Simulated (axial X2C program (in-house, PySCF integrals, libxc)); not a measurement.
# All-electron X2C curves of CdF

Aim: find the lowest determinant of CdF, scan the bond at several levels and fit the constants, once spin-free and once with spin–orbit coupling.

Program: an in-house X2C program for linear molecules on PySCF integrals. Level of theory: all-electron X2C, Cd dyall-v2z, F dyall-v2z. These are calculated values, not measurements.

### Step 1. Set-up

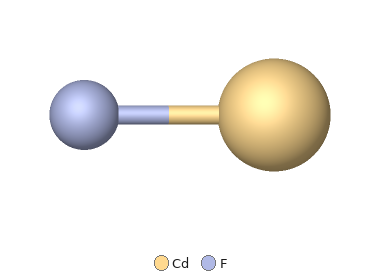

The two atoms at 2.000 Å (cadmium orange, fluorine light blue).

task.json

```json
{"zs": [48, 9], "q": 0, "bas": ["dyall-v2z", "dyall-v2z"], "levels": ["PBE0", "HF", "LDA", "TPSSh"], "cc": false, "r0": 2.0, "npts": 10, "nst": 2, "ntry": 6}
```

Keys: zs atomic numbers; q charge; bas basis sets; levels methods (HF also brings MP2); cc coupled cluster on or off; r0 starting distance in Å; npts points asked for on the curve; nst determinants followed; ntry starts of the search.

Launch:

```console
python so2c.py task.json out
```

Spin-free means the one-electron spin-free X2C Hamiltonian; two-component (2c) means X2C with spin–orbit coupling and atomic mean-field two-electron Coulomb and Gaunt terms. Basis: Cd dyall-v2z contracted to [9s10p7d2f], F dyall-v2z contracted to [5s4p1d]; Gaussian nuclei, density fitting. Masses: Cd 113.903 u, F 18.998 u.

Notation: σ, π±, δ± give the projection m of an orbital's angular momentum (0, ±1, ±2), α and β its spin, Λ and M_S the sums; ω is the projection of a spinor's total angular momentum and Ω the sum. Logs are in hartree.

After this run come: PBE0, spin-free; HF, spin-free; LDA, spin-free; TPSSh, spin-free; PBE0, 2c; HF, 2c; LDA, 2c; TPSSh, 2c.

Before running it: what results should come out? Wanted: for each run, Hamiltonian; Re; ωe; De; μ.

As calculated:

Lowest determinant that the search found at its distance (another Ω component may lie lower), spin-free: M_S = 1/2, Λ = 0 (beyond closed shells: σα).

Lowest determinant that the search found at its distance (another Ω component may lie lower), 2c: Ω = 1/2 (excess of +ω over −ω: ω = 1/2).

| Hamiltonian | level | Re (Å) | ωe (cm⁻¹) | De (eV) | μ (D) |
| --- | --- | --- | --- | --- | --- |
| spin-free | PBE0 | 1.999 | 511 | 2.48 | -3.70 |
| spin-free | HF | 1.994 | 543 | 1.53 | -4.15 |
| spin-free | MP2 | 1.988 | 541 | 2.31 | n/a |
| spin-free | LDA | 1.979 | 518 | 3.31 | -3.28 |
| spin-free | TPSSh | 2.008 | 500 | 2.59 | -3.57 |
| 2c | PBE0 | 2.000 | 511 | 2.48 | -3.70 |
| 2c | HF | 1.994 | 543 | 1.51 | -4.15 |
| 2c | MP2 | 1.989 | 541 | 2.29 | n/a |
| 2c | LDA | 1.979 | 518 | 3.30 | -3.28 |
| 2c | TPSSh | 2.008 | 500 | 2.59 | -3.57 |

Dipoles are positive if F is the positive end.

In words: At MP2, going from spin-free to two-component changes Re by +1 mÅ, ωe by 0.0 %; the spin-free picture holds up (part of it comes from the scalar share of the two-electron terms). De moves by -0.01 eV; both De rest on single-determinant atoms, which can miss part of an open shell's spin–orbit lowering.

De refers to Cd + F, the ground-state fragments, which need not be this curve's own limit. The state is a single determinant with fixed occupations, the lowest that a limited PBE0 search found. De is counted from the lowest determinant-based energies of the atoms at the same level, without counterpoise correction. Density functionals use the spin component along the axis (collinear). The meta-GGAs lack a current-density term, which matters for open shells with orbital currents, atoms included.
